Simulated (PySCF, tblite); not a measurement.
**C3H8O2Si2: geometry, infrared bands and NMR shifts**

Aim: predict the infrared bands and NMR shifts of C3H8O2Si2 (`[SiH3]C[SiH]1OC=CO1`).

The runs use tblite 0.8.0 and PySCF 2.14.0, with density-fitted response routines of our own; the level of theory stands in each step. All values are computed, except where a source is named. Atoms count from 0, in the outputs and in this text.

## (1) The molecule as given

15 atoms, charge 0, multiplicity 1; geometry from: force field or distance geometry start.

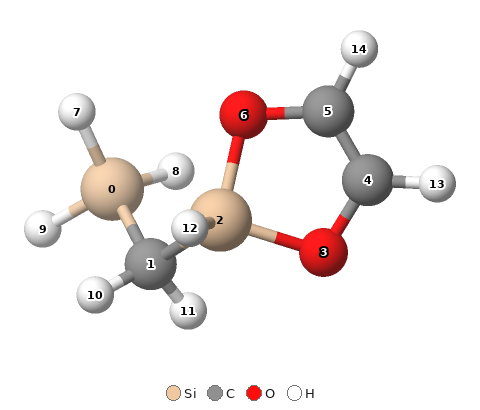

The starting geometry (silicon light orange, carbon grey, oxygen red, hydrogen white), atoms numbered.

## (2) Optimising the geometry with GFN2-xTB

What the job is given:

```
{"job": {"kind": "relax", "xc": "GFN2-xTB", "basis": "xTB"}, "charge": 0, "multiplicity": 1}
Si    -2.348700     0.082500     0.009700
C     -1.074000    -1.215400    -0.135100
Si     0.627100    -0.717500     0.426400
O      1.740000    -0.558700    -0.911700
C      2.389100     0.619100    -0.637200
C      1.875700     1.392400     0.236200
O      0.725500     0.976900     0.854800
H     -2.394500     0.765400     1.321300
H     -2.257400     1.037900    -1.102400
H     -3.685100    -0.559200    -0.157600
H     -1.431300    -2.108400     0.440400
H     -0.984000    -1.472900    -1.209000
H      1.155800    -1.487500     1.526600
H      3.327400     0.871900    -1.202800
H      2.329900     2.381600     0.518500
```

On the command line:

```
> OMP_NUM_THREADS=1 python probes_run.py task.json out
```

This one command runs all jobs of the session in turn.

**Question.** This job is followed by: GFN2-xTB harmonic vibrations, gas phase; GIAO PBE0/pcSseg-1 NMR shielding, non-relativistic, gas phase. What will the session give for the following? strongest single infrared mode (GFN2-xTB); zero-point energy (GFN2-xTB); 13C shifts against TMS (PBE0/pcSseg-1, means over atoms taken as alike); 1H shifts against TMS (PBE0/pcSseg-1, means over atoms taken as alike); 29Si shifts against TMS (PBE0/pcSseg-1); 17O shifts against H2O (PBE0/pcSseg-1, means over atoms taken as alike).

**Answer**, as computed:

```
                                                               quantity                       value
                              strongest single infrared mode (GFN2-xTB)       2230 cm⁻¹, 400 km/mol
                                           zero-point energy (GFN2-xTB)               62.5 kcal/mol
13C shifts against TMS (PBE0/pcSseg-1, means over atoms taken as alike)             137.7, -2.5 ppm
 1H shifts against TMS (PBE0/pcSseg-1, means over atoms taken as alike)  6.69, 5.91, 3.97, 0.06 ppm
                                29Si shifts against TMS (PBE0/pcSseg-1)             10.9, -80.1 ppm
17O shifts against H2O (PBE0/pcSseg-1, means over atoms taken as alike)                   105.2 ppm
```

Over 150 steps the energy fell by 0.644 eV; of the close pairs, Si2–O6 changed most, 1.750 to 1.660 Å. No mode is imaginary among the 39: a minimum at this level. The strongest single mode, at 2230 cm⁻¹, moves mainly H9. GFN2-xTB is a fitted tight-binding method: band positions and strengths are rough. Its intensities can rank the bands wrongly. The most deshielded carbon is C4, C5 (mean) (alkene carbon bearing oxygen), at 137.7 ppm: an sp2 carbon further deshielded by the attached heteroatom. H13, H14 (mean) (hydrogen on an alkene carbon bearing oxygen) lies farthest downfield among hydrogen, at 6.69 ppm; attached to an sp2 carbon and in the plane of the double bond. At PBE0/pcSseg-1: Shielding is most anisotropic at C4, C5 (span 153 ppm, paramagnetic term -203 ppm).
